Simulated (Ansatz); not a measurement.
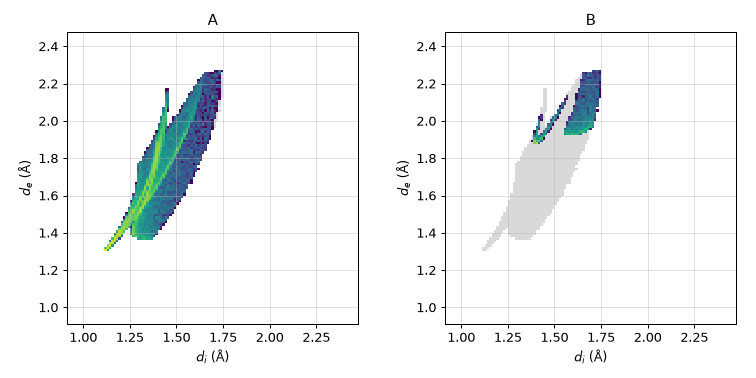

Fingerprint plots of the Hirshfeld surface computed for one C₂ unit (covalently bonded non-metal atoms) in CdC$_{2}$ in space group Immm, each panel colouring one kind of contact over the whole plot in grey. The kinds are C···C, C···Cd, in shuffled order.

The surface is where the fragment's share of the procrystal density (the sum of the densities of spherically averaged neutral Hartree-Fock atoms) equals one half. d_i and d_e are the distances from the surface to the nearest nucleus inside and outside. From Rb on the atoms have core potentials, so only their outer electrons count.

The cell is taken from the geometry relaxed (final pressure about 2 GPa) with DFT PBE, scalar-relativistic, plane waves, PAW (Ansatz); the starting structure was generated, so it need not be a known form of this composition.

```yaml
crystal:
  lattice:
    - [3.45516, 0.00000, 0.00000]
    - [0.00000, 4.64122, 0.00000]
    - [0.00000, 0.00000, 5.15787]
  atoms:
    - { symbol: Cd, position: [0.00000, 0.00000, 0.00000] }
    - { symbol: C, position: [0.00000, 0.86427, 0.50000] }
    - { symbol: C, position: [0.00000, 0.13573, 0.50000] }
    - { symbol: Cd, position: [0.50000, 0.50000, 0.50000] }
    - { symbol: C, position: [0.50000, 0.36427, 0.00000] }
    - { symbol: C, position: [0.50000, 0.63573, 0.00000] }
```

> Which panel shows which contact, and what share of the surface does each take?

A: C···Cd, 90 % of the area, smallest d_i + d_e about 2.4 Å. B: C···C, 10 % of the area, smallest d_i + d_e about 3.3 Å.

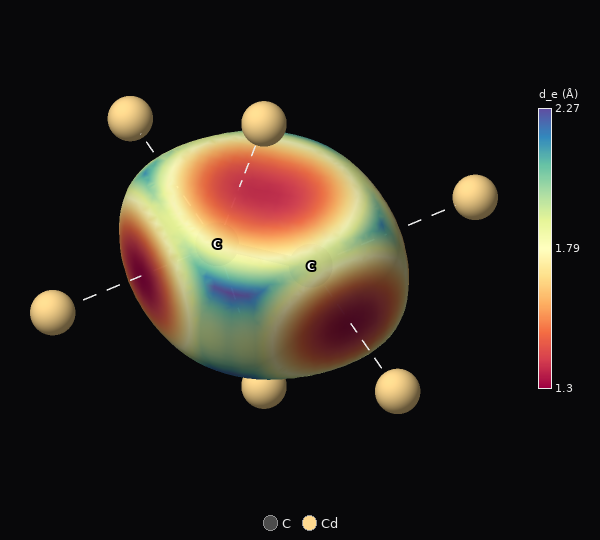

Hirshfeld surface computed for one C₂ unit (covalently bonded non-metal atoms) in CdC2 (Immm, No. 71), coloured by d_e. Dashed lines lead to the closest neighbours outside.
